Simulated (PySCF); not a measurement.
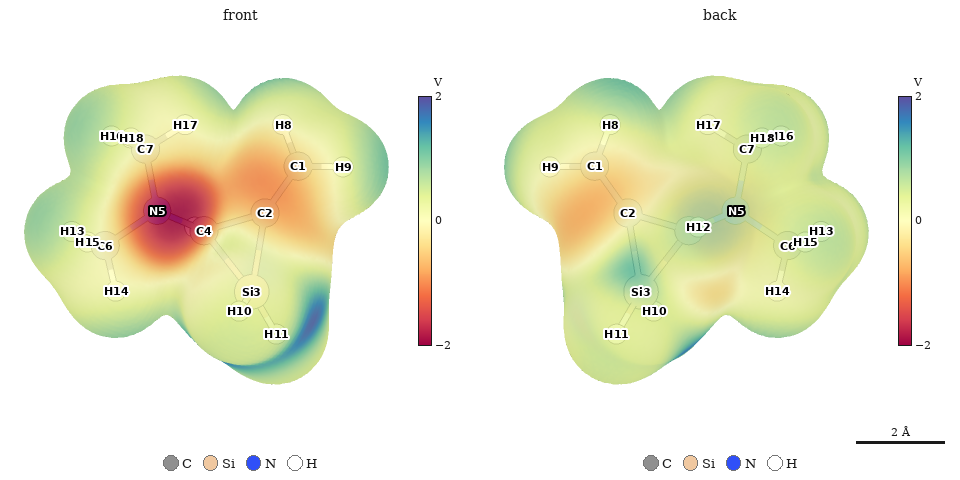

Figure. C$_{5}$H$_{11}$NSi (SMILES C=C1[SiH2][C@H]1N(C)C). The molecular electrostatic potential painted on the density surface at 0.004 e/bohr³, seen from the front and from behind; red is negative and blue positive.

Geometry: GFN2-xTB.

The calculation used PBE0/pcSseg-1, SCF density, gas phase, non-relativistic in PySCF.

Input

```
{"job": {"kind": "nmr", "xc": "PBE0", "basis": "pcSseg-1"}, "charge": 0, "multiplicity": 1}
C     -1.792760     1.953587    -0.325869
C     -1.508987     0.678020    -0.466357
Si    -1.856861    -1.038292    -1.080636
C     -0.503110    -0.316100     0.054438
N      0.825497    -0.244938    -0.496891
C      1.544764    -1.480762    -0.284969
C      1.566165     0.897653    -0.003390
H     -1.197531     2.620272     0.284891
H     -2.639143     2.406349    -0.820870
H     -1.455656    -1.391732    -2.427741
H     -2.942675    -1.792838    -0.475667
H     -0.528568    -0.462884     1.143807
H      2.515527    -1.420457    -0.776953
H      0.976962    -2.300075    -0.725158
H      1.706016    -1.702856     0.783048
H      2.537355     0.933536    -0.497352
H      1.017648     1.804599    -0.247646
H      1.726598     0.863235     1.086899
```

Command:

```sh
OMP_NUM_THREADS=1 python probes_run.py task.json out
```

**Where is the surface potential most negative and most positive?**

The most negative region (about −1.8 V) lies over N5, the most positive (about +1.7 V) over Si3. N5 is the likeliest acceptor of a hydrogen bond.

**What dipole moment does the calculation give?**

Its dipole moment is 0.47 D.
